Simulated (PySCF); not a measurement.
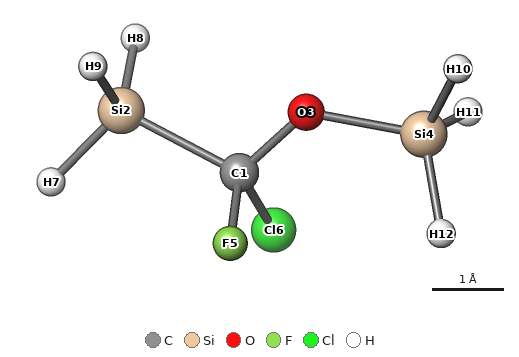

**Figure 1.** The input geometry (ball-and-stick view, seen at a tilt; atoms are numbered from 1 in the order of the input). Bond lengths as drawn: C–Cl 1.84 Å, C–F 1.36 Å, C–O 1.34 Å, C–Si 1.92 Å, H–Si 1.49 Å and O–Si 1.71 Å.

Excited-state calculation of CH$_{6}$ClFOSi$_{2}$

CH$_{6}$ClFOSi$_{2}$, computed with TDDFT CAM-B3LYP/def2-SVPD, vertical, gas phase, core orbitals frozen in the response (PySCF 2.14.0).

The geometry comes from this level: PBE0-D3(BJ)/def2-SVP.

What the program printed:
```
coarse grid: 11856 points
cycle   1  E = -1255.1691065560  dE =  4.676e-01  |g| = 8.376e-01  |ddm| = 4.097e+00
cycle   2  E = -1255.0986824604  dE =  7.042e-02  |g| = 1.095e+00  |ddm| = 2.904e+00
cycle   3  E = -1255.3118071592  dE = -2.131e-01  |g| = 5.009e-02  |ddm| = 1.349e+00
cycle   4  E = -1255.3123835810  dE = -5.764e-04  |g| = 2.902e-02  |ddm| = 1.764e-01
cycle   5  E = -1255.3125751963  dE = -1.916e-04  |g| = 1.149e-02  |ddm| = 6.262e-02
cycle   6  E = -1255.3126041562  dE = -2.896e-05  |g| = 2.410e-03  |ddm| = 2.080e-02
cycle   7  E = -1255.3126056929  dE = -1.537e-06  |g| = 9.042e-04  |ddm| = 6.869e-03
final grid: 101856 points
cycle   8  E = -1255.4696821551  dE = -1.228e-05  |g| = 4.017e-03  |ddm| = 3.729e-02
cycle   9  E = -1255.4696807909  dE =  1.364e-06  |g| = 5.081e-03  |ddm| = 6.609e-03
cycle  10  E = -1255.4696846672  dE = -3.876e-06  |g| = 2.785e-04  |ddm| = 3.351e-03
cycle  11  E = -1255.4696846813  dE = -1.410e-08  |g| = 1.278e-04  |ddm| = 5.778e-04
cycle  12  E = -1255.4696846843  dE = -3.033e-09  |g| = 4.823e-05  |ddm| = 2.117e-04
cycle  13  E = -1255.4696846848  dE = -5.002e-10  |g| = 7.388e-06  |ddm| = 6.823e-05
```

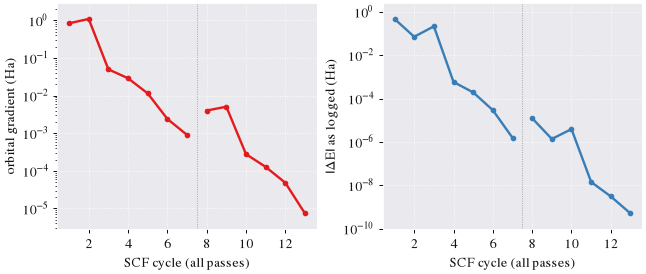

**Figure 2.** Convergence of the self-consistent field: orbital gradient and size of the energy change against the SCF cycle. The dotted line marks the change from a coarse to the final integration grid. The first 7 cycles use a coarse grid, the final grid takes over at cycle 8, and the field converges after 13 cycles in all.

```
converged SCF energy = -1255.4696846848

Static polarisability (au): isotropic 85.626, principal 74.708 87.629 94.542

Singlet excitations
state   eV       nm        f      main configurations
  1   7.0166    176.7   0.05030   H->L 0.63
  2   7.2003    172.2   0.00277   H-1->L 0.65, H-1->L+1 0.09
  3   7.7311    160.4   0.04422   H-2->L 0.50, H->L 0.15
  4   7.9144    156.7   0.00102   H-3->L 0.53, H-1->L+1 0.09
  5   8.0355    154.3   0.08790   H->L+1 0.62
  6   8.2424    150.4   0.03726   H->L+2 0.63, H->L+4 0.09

Triplet excitations (Tamm-Dancoff, eV): 6.1626 6.5322
Vertical ionisation energy (delta-SCF) = 10.7604 eV
```

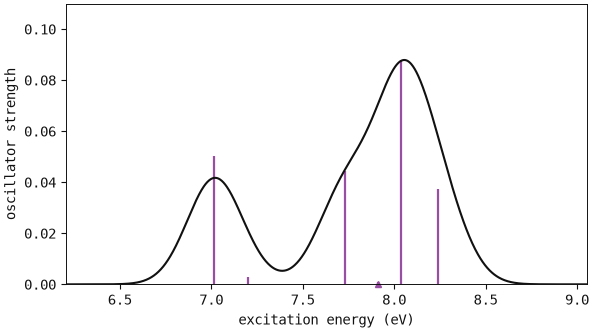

**Figure 3.** Computed excitations as sticks (degenerate states added up, dark ones marked on the axis), with a Gaussian envelope of 0.35 eV full width at half maximum, scaled to the tallest. Of the 6 states the lowest lies at 7.02 eV (f = 0.050); the strongest line is at 8.04 eV, or 154 nm (f = 0.088).

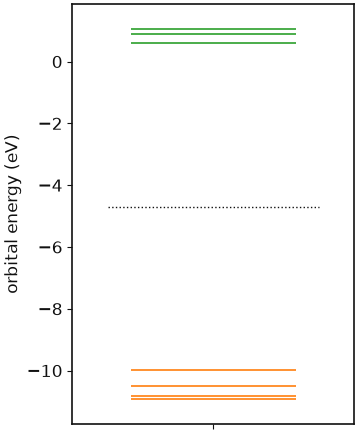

**Figure 4.** Orbital energies near the frontier; the dotted line parts filled from empty levels, and levels within 0.02 eV of each other stand side by side. Highest filled −9.99 eV, lowest empty 0.60 eV, 10.59 eV apart.

The run was set up as follows.

Input file:
```
{"job": {"kind": "uv", "xc": "CAM-B3LYP", "basis": "def2-SVPD", "nstates": 6, "ntriplets": 2, "ip": true}, "charge": 0, "multiplicity": 1}
C      0.357500    -0.062218    -0.553511
Si     1.378690    -1.692229    -0.572128
O     -0.492583    -0.022358     0.486385
Si    -1.765197     1.093306     0.708546
F      1.178820     1.022301    -0.531533
Cl    -0.563346     0.051604    -2.141900
H      2.301161    -1.655779    -1.739471
H      0.423642    -2.828601    -0.673641
H      2.149122    -1.758898     0.702452
H     -1.938045     1.145582     2.182755
H     -2.998448     0.575398     0.059120
H     -1.390019     2.425445     0.163964
```

The first line tells a small driver script what to run in PySCF; the rest is the geometry in Å.

Run as:
```bash
OMP_NUM_THREADS=1 python <driver script> task.json out
```

Key numbers:

```csv
quantity,value
outcome,converged
total energy,−1255.469685 hartree
HOMO,−9.99 eV
LUMO,0.60 eV
dipole moment,1.27 D
mean polarisability,85.63 a.u.
vertical ionisation energy,10.76 eV
lowest singlet excitation,7.02 eV
hardware,"1 CPU thread, shared host"
wall time,2.7 min
peak memory,1 GiB
```
